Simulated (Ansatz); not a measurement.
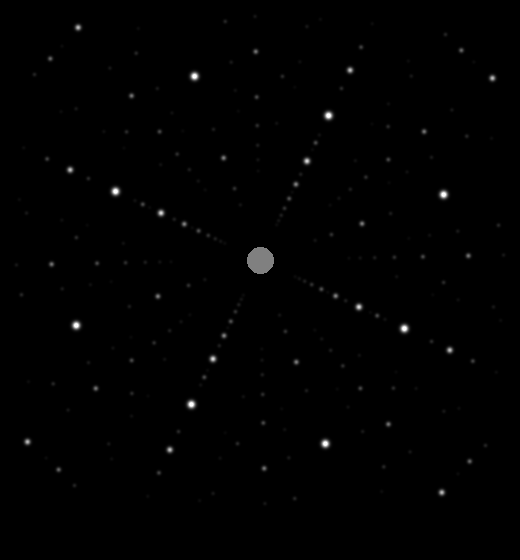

Simulated back-reflection Laue pattern (white X-rays, 0.45 to 2.2 Å, flat plate covering ±45° about the beam, kinematic intensities, seen from the source).

> Which symmetry elements lie along the beam?

4mm: a fourfold axis with mirror lines.

The crystal is Si, space group Fd-3m (No. 227), a = 5.430 Å. Structure: the input geometry of an electronic-structure calculation (not necessarily at equilibrium).

> Which direction points towards the source?

[001] or one equivalent to it by a rotation of the Laue group. In Laue class m-3m no other family of directions with a member of indices 0 and ±1 has this symmetry.
